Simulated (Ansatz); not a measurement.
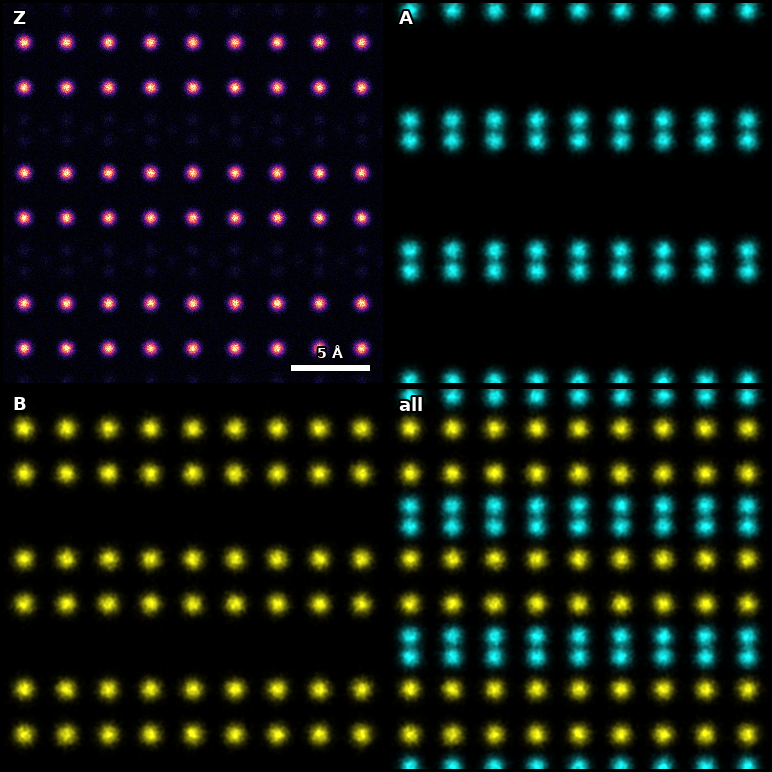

BeGa₂C₂ (Cmmm, No. 65) along [110]. Panel Z: Simulation: incoherent imaging, intensity Z^1.7 per atom, probe width 0.64 Å, thin sample. Shot noise was added. The other panels are simulated element maps (the number of atoms of one element along the beam, blurred by 0.9 Å, with counting noise; each on its own scale, no channelling); the last overlays them. Structure: the end point of a relaxation with DFT PBE, scalar-relativistic, plane waves, PAW (Ansatz 0.2.0); the starting structure was generated, so it need not be a known form of this composition.

```yaml
crystal:
  lattice:
    - [3.28196, 0.00000, 0.00000]
    - [0.00000, 4.82631, 0.00000]
    - [0.00000, 0.00000, 8.39700]
  atoms:
    - { symbol: Be, position: [0.50000, 0.00000, 0.00000] }
    - { symbol: Ga, position: [0.00000, 0.00000, 0.67269] }
    - { symbol: Ga, position: [0.00000, 0.00000, 0.32731] }
    - { symbol: C, position: [0.00000, 0.00000, 0.07978] }
    - { symbol: C, position: [0.00000, 0.00000, 0.92022] }
    - { symbol: Be, position: [0.00000, 0.50000, 0.00000] }
    - { symbol: Ga, position: [0.50000, 0.50000, 0.67269] }
    - { symbol: Ga, position: [0.50000, 0.50000, 0.32731] }
    - { symbol: C, position: [0.50000, 0.50000, 0.07978] }
    - { symbol: C, position: [0.50000, 0.50000, 0.92022] }
```

Which element does each lettered map show?

C, B: Ga. The projected cell (2.71 × 8.40 Å, 90°) holds 5 columns: 2 of Ga, 2 of C and 1 of Be. No column is shared by two of the mapped elements.
